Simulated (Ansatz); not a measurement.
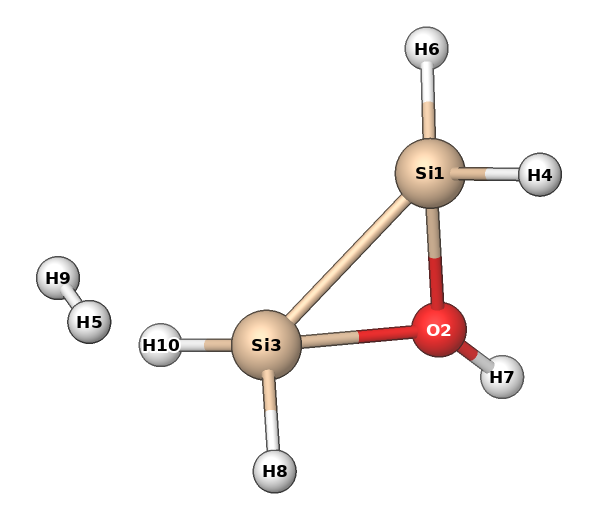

State: charge +1, singlet. The computed structure is the end point of a PBE0-D4/def2-TZVP optimisation. No frequency run is at hand to confirm it as a minimum.

List the bonds and their lengths.

```tsv
bond	length (Å)
Si1–O2	1.770
Si1–Si3	2.254
Si1–H4	1.473
Si1–H6	1.473
O2–Si3	1.835
O2–H7	0.967
Si3–H8	1.471
Si3–H10	1.471
H5–H9	0.758
```
